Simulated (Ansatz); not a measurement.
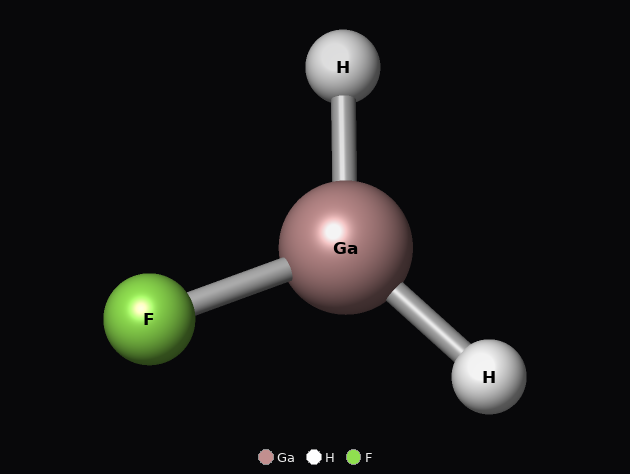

A ball-and-stick model of a molecule.

Identify the structure.

Formula FGaH2. This geometry has C2v symmetry. All atoms lie on one plane. Coordination: 1 Ga trigonal planar.

More results for the same structure follow; atom numbers are the same in all pictures, views and colours differ. The computed structure is the end point of a PBE0-D4/def2-TZVP optimisation.

## Shape

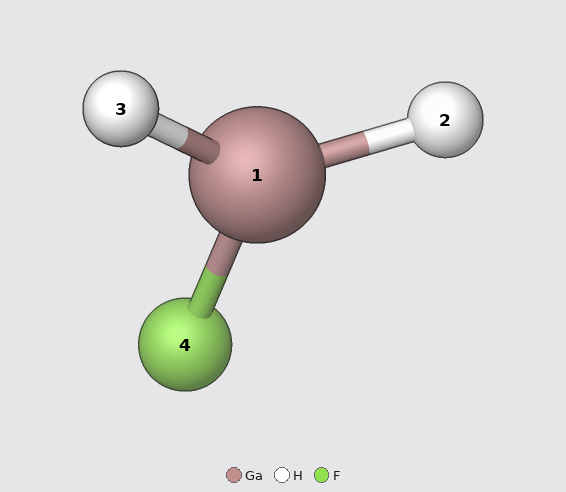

Atoms carry their numbers in the input.

Give these bond angles: H2–Ga1–H3, H2–Ga1–F4.

| angle | degrees |
| --- | --- |
| H2–Ga1–H3 | 132.4 |
| H2–Ga1–F4 | 113.8 |

## Dipole moment

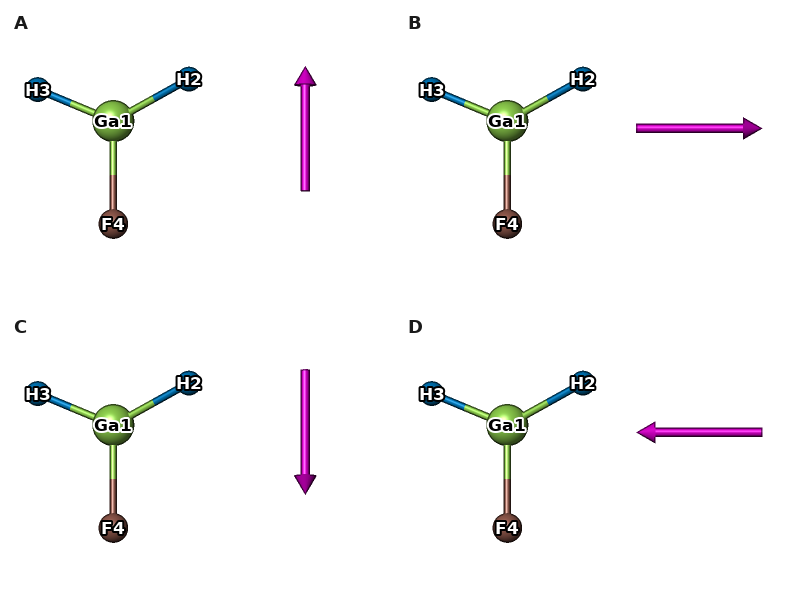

The same molecule four times, each with an arrow. Level of theory: RKS PBE0-D4/def2-TZVP (Ansatz 0.2.0).

> Which arrow points along the dipole moment, from the negative to the positive end?

A. The dipole moment is 2.23 D; it points from the side of F4 to the side of H2, H3 (the outermost atoms at the two ends).

## Vibrations

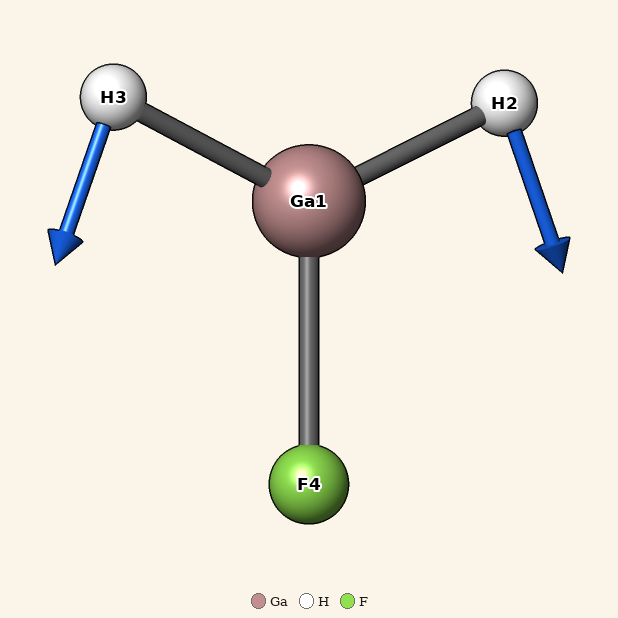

The arrows show one normal mode. Harmonic vibrations computed with RKS PBE0-D4/def2-TZVP (Ansatz 0.2.0) at a stationary point of the same level.

> What kind of motion is it?

Mostly H–Ga–H bending.

> Estimate its harmonic wavenumber.

733 cm⁻¹; it is mode 4 of 6 counted from the lowest.

## Electronic properties

Method: RKS PBE0-D4/def2-TZVPP (Ansatz 0.2.0).

> What is the HOMO–LUMO gap?

7.34 eV.

> What is the HOMO energy (Kohn–Sham orbital)?

−8.97 eV.
